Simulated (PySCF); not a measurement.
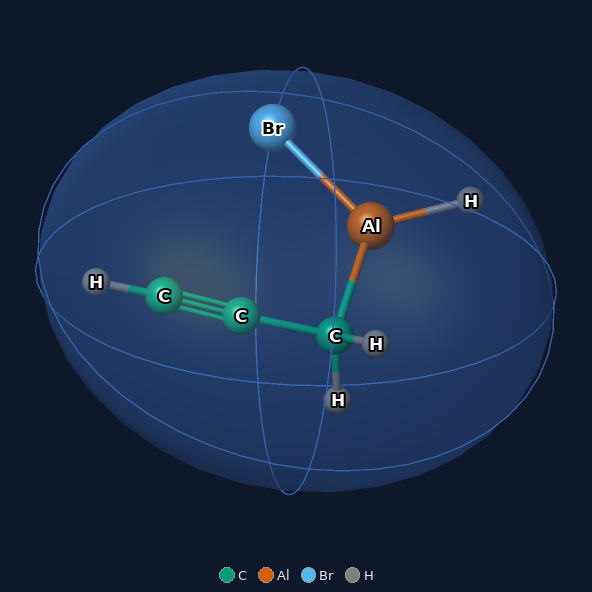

The ellipsoid shows the static dipole polarisability: its half-axes are proportional to the principal values. Computed geometry: GFN2-xTB optimisation. No frequency run is at hand to confirm it as a minimum. Level of theory: B3LYP/def2-SVPD (PySCF 2.14.0).

Give the principal values, the mean and the anisotropy.

Answer. Principal values 61.3, 86.5, 96.5 bohr³; mean 81.4 bohr³ (12.07 Å³); anisotropy 31.4 bohr³, so the longest axis is 1.57 times the shortest.

The geometry is semi-empirical. Around Al, Br such bond lengths and angles can be off by a tenth of an ångström or more and by several degrees, and values that hang on the shape move with them.
